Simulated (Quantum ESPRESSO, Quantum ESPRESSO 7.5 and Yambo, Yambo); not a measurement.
# GaAs (F-43m): G0W0 on several meshes in Yambo

How does the mesh move the gap of GaAs (F-43m)?

Calculated with Quantum ESPRESSO 7.5 and Yambo 5.3.0; PBE and many-body steps on it, plane waves.

## (1) The structure

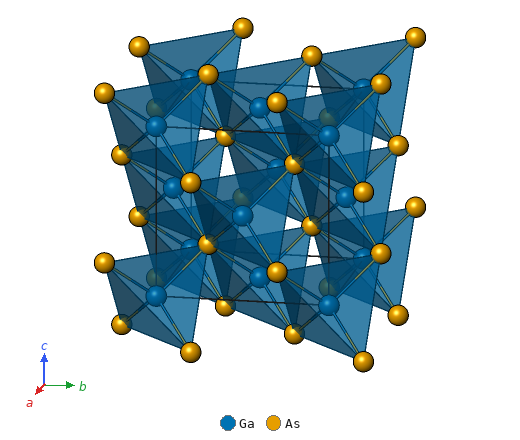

The cell as given, slightly off an axis (gallium blue, arsenic orange). This picture shows the conventional cell, with its axes. Some periodic images of atoms are drawn too.

The cell and positions come from the Crystallography Open Database and are kept as given unless a step says otherwise.

## (2) Empty states on the mesh, 4×4×4 mesh, 555 bands

This step: Quantum ESPRESSO 7.5; DFT, PBE, plane waves, norm-conserving pseudopotentials.

The sums over transitions need many empty states on a uniform mesh; this step solves for them.

Contents of pw.in:

```
&control
  calculation = 'nscf'
  prefix = 'x'
  outdir = 'o'
  pseudo_dir = 'pseudo'
/
&system
  ibrav = 0
  nat = 2
  ntyp = 2
  ecutwfc = 104.0
  nbnd = 555
  force_symmorphic = .true.
/
&electrons
  conv_thr = 1e-9
  electron_maxstep = 80
  diago_full_acc = .true.
  diago_thr_init = 5e-6
/
ATOMIC_SPECIES
  Ga 69.723 Ga.upf
  As 74.922 As.upf
CELL_PARAMETERS angstrom
  0.0000000000 2.8268500000 2.8268500000
  2.8268500000 0.0000000000 2.8268500000
  2.8268500000 2.8268500000 0.0000000000
ATOMIC_POSITIONS crystal
  Ga 0.0000000000 0.0000000000 0.0000000000
  As 0.2500000000 0.2500000000 0.2500000000
K_POINTS automatic
  4 4 4 0 0 0
```

Run with:

```sh
OMP_NUM_THREADS=1 mpirun -n 8 pw.x -nk 4 -in pw.in > pw.out
```

Log:

```text
Program PWSCF v.7.5 starts

     This program is part of the open-source Quantum ESPRESSO suite
     for quantum simulation of materials; please cite
         "P. Giannozzi et al., J. Phys.:Condens. Matter 21 395502 (2009);
         "P. Giannozzi et al., J. Phys.:Condens. Matter 29 465901 (2017);
         "P. Giannozzi et al., J. Chem. Phys. 152 154105 (2020);
     in publications or presentations arising from this work. More details at

     Atomic positions and unit cell read from directory:
     o/x.save/

     Message from routine setup:
[...]
66.3909  66.3909  66.8454  68.4226  68.4226  68.6866  68.6866  68.7091
     [... 58 further rows ...]
   294.8970 294.9300 294.9300 295.3118 295.3118 296.0716 296.2859 296.2859
   296.4645 296.7515 296.7515

          k = 0.3536 0.0000 0.0000 (  5457 PWs)   bands (ev):

     [... further k-points ...]

     highest occupied, lowest unoccupied level (ev):     9.8275   10.3456

     XML data file, pseudopotentials, collected wavefunctions

=------------------------------------------------------------------------------=
   JOB DONE.
=------------------------------------------------------------------------------=
```

It took 69 s on 8 MPI ranks of Arm Neoverse V2, shared host; peak memory 1.8 GiB.

Numbers from this step:

- gap: 0.5181 eV
- k of the valence top: 0, 0, 0
- k of the conduction bottom: 0, 0, 0
- least direct gap: 0.5181 eV
- k points computed: 8
- lowest point of the top converged band, above the valence top: 286.9240 eV

On this mesh the gap is 0.518 eV.

The density comes from a self-consistent run that is not shown.

## (3) Conversion and set-up

This step: Yambo 5.3.0; conversion and set-up on PBE, plane waves, norm-conserving pseudopotentials.

The states are converted to the many-body program's format and the q mesh is built.

Run with:

```sh
(cd o/x.save; p2y > p2y.log; mv SAVE ../..); yambo > setup.log
```

Log:

```text
 Yambo, version 5.3.0

 [02] CORE Variables Setup
 =========================

  [02.01] Unit cells
  ==================

  Cell kind             :  FCC
  Atoms in the cell     :  Ga  As
  number of Ga atoms    :  1
  number of As atoms    :  1

  List of atomic masses
  Mass of Ga    :  69.72300
  Mass of As    :  74.92200

  List of atomic coordinates    : [cc]
  Ga1       :  0.000000  0.000000  0.000000  order 1
  As1       :  2.670986  2.670986  2.670986  order 2

  Alat factors          :  5.341972  5.341972  5.341972 [a.u.]
  Direct lattice volume :  304.8842 [a.u.]
[...]
==========================================

 IBZ Q-points                                      :   8
 BZ  Q-points                                      :   64

 K/Q-points units:
 rlu = crystal or reduced units; cc = cartesian coordinates; iku = interal k-units

 Q [1]          [rlu]:  0.000000  0.000000  0.000000
 Q [2]          [rlu]: -0.91587E-18 -0.91587E-18  0.25000
 Q [3]          [rlu]:  0.18317E-17  0.18317E-17 -0.50000
[...]
Q [7]          [rlu]:  0.52231E-17 -0.50000     -0.50000
 Q [8]          [rlu]:  0.250000 -0.500000 -0.250000

  [03.01] X indexes
  =================

   [03.01.01] Sigma indexes
   ========================

 [06] Game Over & Game summary
```

Elapsed: 3.3 s, on 1 MPI rank; peak memory 0.25 GiB.

## (4) 4×4×4

G0W0 replaces the xc potential by the self-energy, built once from these orbitals. Only a window of levels is corrected, while the sums run over the empty bands that the input names.

This step: G0W0 on PBE, plane waves, norm-conserving pseudopotentials.

Contents of gw2.in:

```
HF_and_locXC
gw0
dyson
ppa
em1d
rim_cut
RandQpts= 1000000
RandGvec= 1 RL
EXXRLvcs= 104 Ry
VXCRLvcs= 416 Ry
Chimod= "HARTREE"
% BndsRnXp
 1 | 239 |
%
NGsBlkXp= 17 Ry
% LongDrXp
 1 | 1 | 1 |
%
% GbndRnge
 1 | 239 |
%
DysSolver= "n"
ExtendOut
PPAPntXp= 27.21138 eV
% QPkrange
 1 | 1 | 21 | 24 |
%
```

Run with:

```sh
OMP_NUM_THREADS=1 mpirun -n 8 yambo -F gw2.in -J gw2 -C gw2 > gw2.log
```

Log:

```text
 Yambo, version 5.3.0

 [02] CORE Variables Setup
 =========================

  [... cell, symmetries and grids as in the set-up ...]

  [02.05] Energies & Occupations
  ==============================

  [X] === General ===
  [X] Electronic Temperature                        :  0.000000  0.000000 [eV K]
  [X] Bosonic    Temperature                        :  0.000000  0.000000 [eV K]
  [X] Finite Temperature mode                       : no
  [X] El. density                                   :  0.97390E+24 [cm-3]
  [X] Fermi Level                                   :  9.827510 [eV]

  [X] === Gaps and Widths ===
  [X] Conduction Band Min                           :  0.518058 [eV]
  [X] Valence Band Max                              :  0.000000 [eV]
  [X] Filled Bands                                  :  22
  [X] Empty Bands                                   :    23   555
  [X] Direct Gap                                    :  0.518058 [eV]
  [X] Direct Gap localized at k                     :  1
  [X] Indirect Gap                                  :  0.518058 [eV]
  [X] Indirect Gap between kpts                     :  1  1
  [X] Last valence band width                       :  3.339194 [eV]
  [X] 1st conduction band width                     :  4.106600 [eV]

 [03] Transferred momenta grid and indexing
 ==========================================

 IBZ Q-points                                      :   8
 BZ  Q-points                                      :   64

 K/Q-points units:
 rlu = crystal or reduced units; cc = cartesian coordinates; iku = interal k-units

 Q [1]          [rlu]:  0.000000  0.000000  0.000000
 Q [2]          [rlu]: -0.91587E-18 -0.91587E-18  0.25000
 Q [3]          [rlu]:  0.18317E-17  0.18317E-17 -0.50000
 Q [4]          [rlu]: -0.26116E-17  0.25000      0.25000
 Q [5]          [rlu]:  0.71282E-16  0.25000      0.50000
 Q [6]          [rlu]:  0.18317E-17  0.25000     -0.25000
 Q [7]          [rlu]:  0.52231E-17 -0.50000     -0.50000
 Q [8]          [rlu]:  0.250000 -0.500000 -0.250000

 [04] Coloumb potential Random Integration (RIM)
 ===============================================

  [04.01] RIM initialization
  ==========================

  * Diagonal components only detected *

  8 x (sBL volume)        :  0.101699 [a.u.]
  sBZ random points       :  1000000
  Points outside the sBZ  :   7987327
  RL volume               :  0.813588 [a.u.]
  Integrated volume       :  0.814879 [a.u.]

  [04.02] RIM integrals
  =====================

  Gamma point sphere radius             :  0.084669 [a.u.]
  Points outside the sphere             :   799513
  [Int_sBZ(q=0) 1/q^2]*(Vol_sBZ)^(-1/3) =:  7.764325
                                 should be <:  7.795600

  Summary of Coulomb integrals for non-metallic bands |Q|[au] RIM/Bare

  Q [1] 0.100000E-4 0.995988 * Q [2] 0.254653 1.066317
  Q [4] 0.294048 1.065091 * Q [6] 0.415847 1.027759
  Q [5] 0.487623 1.020584 * Q [3] 0.509306 1.018268
  Q [7] 0.588096 1.014689 * Q [8] 0.657511 1.011648

 [WARNING] [Xp] User bands 1-239 break level degeneracy

 [05] Dipoles
 ============

  [05.01] Setup: observables and procedures
  =========================================

 [06] Dynamic Dielectric Matrix (PPA)
 ====================================

 [SLK-Inversion]  Pools        :  2
 [SLK-Inversion]  BLACS grid   :  2  2

 [WR./gw2//ndb.pp]---------------------------------------------------------------
  Brillouin Zone Q/K grids (IBZ/BZ)                :    8   64    8   64
  RL vectors                                       :   6567 [WF]
  Coulomb cutoff potential                         : none
  Electronic Temperature                           :  0.000000 [K]
  Bosonic    Temperature                           :  0.000000 [K]
  PPA    diel. fun.  energies                      : Perdew, Burke & Ernzerhof(X)+Perdew, Burke & Ernzerhof(C)
  wavefunctions                                    : Perdew, Burke & Ernzerhof(X)+Perdew, Burke & Ernzerhof(C)
  Global Gauge                                     : length
  X matrix size                                    :   387
  X band range                                     :    1  239
  X e/h energy range                               : -1.000000 -1.000000 [eV]
  X Time ordering                                  : R
  X Hxc Kernel                                     : HARTREE
  X Drude frequency                                :  0.000000  0.000000
  X poles                                          :  100.0000 [o/o]
  RL vectors in the sum                            :   6567
  [r,Vnl] included                                 : yes
  Field direction                                  :  0.577350E-5  0.577350E-5  0.577350E-5
  BZ energy Double Grid                            : no
  BZ energy DbGd points                            : 0
  BZ Q point size factor                           : -1.000000
  X Optical Averaged directions                    : none

 [07] Local Exchange-Correlation + Non-Local Fock
 ================================================

 [VXC] Plane waves :   43655
 [EXS] Plane waves :   5601

 QP @ state[ 1 ] K range:  1  1
 QP @ state[ 1 ] b range:  21  24

 [xc] Functional : Perdew, Burke & Ernzerhof(X)+Perdew, Burke & Ernzerhof(C)
 [xc] LIBXC used to calculate xc functional
  PP Number of Atomic Species                      :  2
  NLCC RL compoments                               :   43655
  PP Number of Atomic Species                      :  2
  NLCC RL compoments                               :   43655

 [xc] E_xc :  -45.46123 [Ha]
      E_xc :  -90.92246 [Ry]

  Local XC kind (lXC) : Perdew, Burke & Ernzerhof(X)+Perdew, Burke & Ernzerhof(C)
  Non-Local XC kind (nlXC) : Hartree-Fock

  Corrections @ K [1] :  [eV]
 <21|nlXC|21> = -15.93724  0.22402E-16 <21|lXC|21> = -14.36257 -0.18882E-15
 <22|nlXC|22> = -15.93715 -0.31082E-17 <22|lXC|22> = -14.36257  0.47204E-16
 <23|nlXC|23> = -10.69830 -0.27111E-17 <23|lXC|23> = -14.69845 -0.11801E-16
 <24|nlXC|24> = -7.088590 -0.20586E-17 <24|lXC|24> = -11.53166  0.18882E-15

 [08] Dyson equation: Newton solver
 ==================================

  [08.01] G0W0 (W PPA)
  ====================

  [  GW  ] Bands range     :    1  239
  [GW/PPA] G damping       :  0.100000 [eV]

  QP @ state[ 1 ] K range:  1  1
  QP @ state[ 1 ] b range:  21  24

   Sc/G bands                                       :    1  239
   Sc/G damping                                     :  0.100000 ev
   Sc bands terminator                              : no
   Sx RL components                                 :   5601

   QP @ state[ 1 ] K range                          :  1  1
   QP @ state[ 1 ] b range                          :  21  24
   GF energies kind                                 : Perdew, Burke & Ernzerhof(X)+Perdew, Burke & Ernzerhof(C)
   GF WF`s kind                                     : Perdew, Burke & Ernzerhof(X)+Perdew, Burke & Ernzerhof(C)
   Xs energies kind                                 : Perdew, Burke & Ernzerhof(X)+Perdew, Burke & Ernzerhof(C)
   Xs WF`s kind                                     : Perdew, Burke & Ernzerhof(X)+Perdew, Burke & Ernzerhof(C)

 [11] Game Over & Game summary
```

Run time: 4 min. Hardware: 8 MPI ranks; peak memory 4.6 GiB; 32 min of CPU time.

This step gave:

```yaml
g0w0_gap_on_the_points_computed: 1.134 eV
starting_gap_on_the_mesh: 0.5181 eV
k_of_the_valence_top: 0, 0, 0
k_of_the_conduction_bottom: 0, 0, 0
least_direct_g0w0_gap_on_the_computed_points: 1.134 eV
z_at_the_valence_top: 0.7950
z_at_the_conduction_bottom: 0.7981
```

The gap on the mesh goes from 0.52 eV to 1.13 eV, a correction of +0.62 eV.

## (5) Empty states on the mesh, 2×2×2 mesh, 239 bands

This step: Quantum ESPRESSO 7.5; DFT, PBE, plane waves, norm-conserving pseudopotentials.

pw.in: that of step 2 with these lines changed.

```diff
@@ -11,3 +11,3 @@
   ecutwfc = 104.0
-  nbnd = 555
+  nbnd = 239
   force_symmorphic = .true.
@@ -31,2 +31,2 @@
 K_POINTS automatic
-  4 4 4 0 0 0
+  2 2 2 0 0 0
```

Run with:

```sh
OMP_NUM_THREADS=1 mpirun -n 8 pw.x -nk 4 -in pw.in > pw.out
```

Log:

```text
[banner, memory and clock lines left out]
Program PWSCF v.7.5 starts

     Atomic positions and unit cell read from directory:
     o/x.save/

     Message from routine setup:
     using ibrav=0 with symmetry is DISCOURAGED, use correct ibrav instead

     Message from routine divide_et_impera:
     suboptimal parallelization: some nodes have no k-points

     bravais-lattice index     =            0
     lattice parameter (alat)  =       7.5547  a.u.
     unit-cell volume          =     304.8842 (a.u.)^3
     number of atoms/cell      =            2
[...]
[... 18 further rows ...]
[...]
160.0803 161.9390 161.9725 161.9725 162.9177 162.9177 163.3300

          k =-0.7071 0.0000 0.0000 (  5434 PWs)   bands (ev):

  -174.9302-133.8473-118.3121-118.3121-118.3121 -84.5717 -84.5717 -84.5717
[...]
65.1969  65.4002  66.0139  66.0139  67.1926  67.7193  67.8617  67.8617
     [... 18 further rows ...]
   157.9018 158.3362 158.4219 158.5360 159.9429 159.9429 160.9685 160.9685
   161.0449 161.7407 161.7407 161.7689 161.8911 162.6050 166.8079

     highest occupied, lowest unoccupied level (ev):     9.8275   10.3456

     XML data file, pseudopotentials, collected wavefunctions
```

Run time: 8.4 s. Hardware: 8 MPI ranks; peak memory 0.73 GiB; 66 s of CPU time.

Numbers from this step:

* gap: 0.5181 eV
* k of the valence top: 0, 0, 0
* k of the conduction bottom: 0, 0, 0
* least direct gap: 0.5181 eV
* k points computed: 3
* lowest point of the top converged band, above the valence top: 153.5025 eV

On this mesh the gap is 0.518 eV.

[end of part 1 of 2]

[Paths, hosts, dates, memory and timing lines, banners, echoed tables and standing remarks are left out of the program output.]

[Logs are printed without paths, hosts, clocks, repeated set-up lines and the standing remarks that a program may print on its own settings, such as how far it seeks lower states.]

[Runs of the session that timed out or met a known fault of the program may be left out.]

[Hosts, paths, dates, database ids (printed as entryN), source tags and the programs' standing remarks are cut or masked in the printed files.]
